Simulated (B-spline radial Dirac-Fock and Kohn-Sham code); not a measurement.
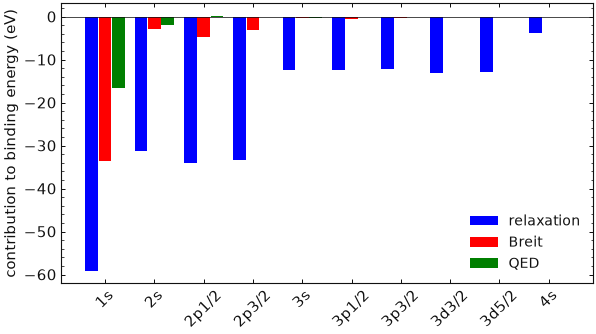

Bars give the relaxation, Breit and QED contributions (eV) to the binding energies of the deepest subshells, counted from the Koopmans value. It refers to Nb⁺ ([Kr] 4d4), inside a Watson sphere of charge −1 and radius 1.6 Å that stands in for a crystal. Computed with a B-spline radial atomic code: Dirac–Fock ΔSCF (average of configuration, Fermi nucleus, Breit and QED terms, no correlation). Open shells are averaged over j.

What can be read from it?

For 1s (bound by 18.990 keV) relaxation contributes −59.1 eV, the Breit interaction −33.6 eV and QED −16.7 eV, so relaxation is the largest correction there. For 4s the three are −3.80 eV, −0.042 eV and −0.054 eV. Relaxation is largest in size for 1s.
